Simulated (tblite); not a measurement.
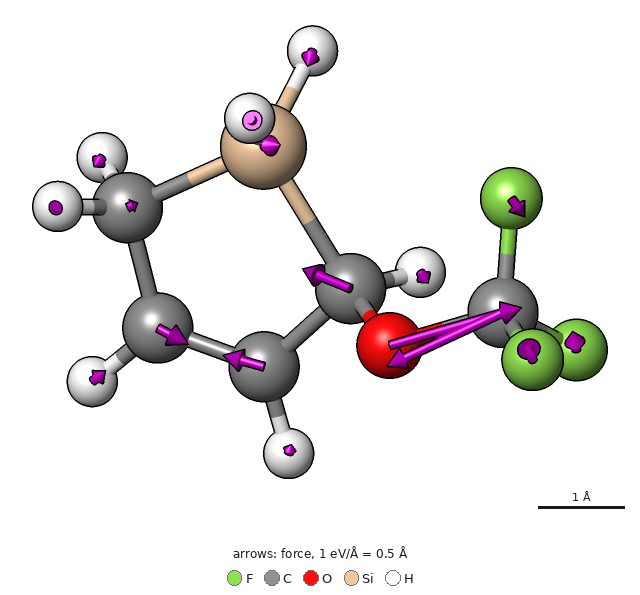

Starting geometry of C$_{5}$H$_{7}$F$_{3}$OSi with the computed forces as purple arrows. The picture is a ball-and-stick view, seen at a tilt.

Theory: GFN2-xTB geometry optimisation, gas phase in tblite. 

**What follows when this structure is relaxed?**

It isn't relaxed: the largest force vector, on the O atom, is 3.33 eV/Å. The final displacements have little in common with the starting forces (cosine between the two patterns 0.20). The largest move after the best rigid fit is that of an F atom, 0.36 Å. Largest moves by element: F 0.36 Å, H 0.26 Å, O 0.13 Å, C 0.12 Å, Si 0.12 Å. Near-neighbour distances that change, for instance: C–O 1.413 → 1.300 Å, C–Si 1.969 → 1.929 Å, H–Si 1.497 → 1.459 Å, C–O 1.434 → 1.466 Å. Among the angles between lasting bonds that change: F–C–F 109.9° → 103.9°, Si–C–H 109.1° → 114.7°, O–C–H 112.3° → 107.0°. The energy falls by 34.2 kJ/mol in 92 geometry steps. Cost: 0.75 s on 1 thread of Arm Neoverse V1, on a shared host.
